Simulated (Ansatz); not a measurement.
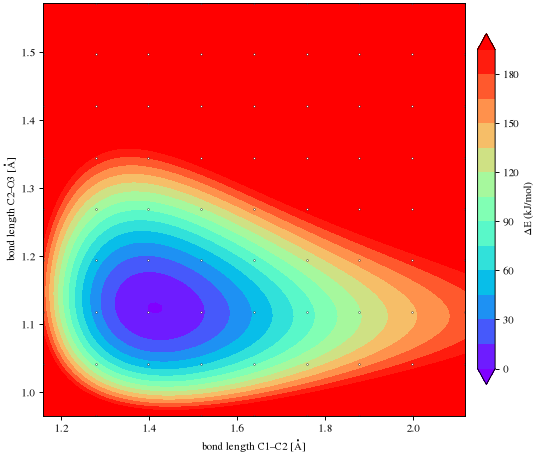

C₂HO, SMILES [CH+]=C=O, charge +1. Coordinates scanned: (1) bond length C1–C2; (2) bond length C2–O3. Nothing is relaxed (all other coordinates rigid). The scan uses a 9 × 9 grid. Energies are in kJ/mol, from the lowest grid point. The reference is spin-restricted, which grows unreliable where a bond is stretched far. Theory: RKS wB97X-V/def2-TZVP in Ansatz.

In the figure: filled contours, dots at the grid points, one colour for all values above the top of the scale. Between grid points the surface is interpolated.

> Estimate the position of the minimum and the force constants in these coordinates.

The interpolated minimum is at bond length C1–C2 ≈ 1.412 Å, bond length C2–O3 ≈ 1.123 Å. The curvatures there are about 30 eV/Å² and 124 eV/Å², with a cross term of about 7.9 eV/Å². Round the minimum the two coordinates are weakly coupled (coupling 0.13 in units of the two stiffnesses). (1 eV is 96.5 kJ/mol.)
